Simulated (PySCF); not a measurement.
I₂Mg, SMILES [I][Mg][I] at its CAM-B3LYP/def2-SVP optimised geometry (Å):

```
3

Mg     0.0000    -0.0093     0.0000
I      2.5366    -0.0093     0.0000
I     -2.5366     0.0093     0.0004
```

Calculation: CAM-B3LYP/def2-TZVP, def2 effective core potentials past Kr in PySCF 2.14.0. The core electrons that the potentials of I replace are not part of the density. Cells within 0.4 Å of a nucleus heavier than hydrogen are left out (blank, or x).

Map of the LUMO amplitude (bohr^(-3/2)) on the plane z = 0.0 Å; orbital energy -1.15 eV, overall sign arbitrary:

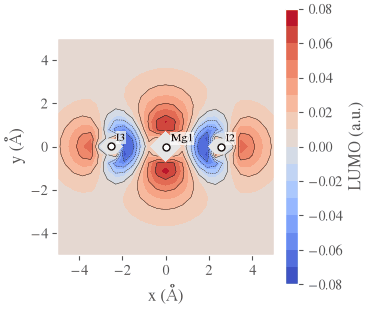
LUMO amplitude (bohr^(-3/2)) on the plane z = 0.0 Å.
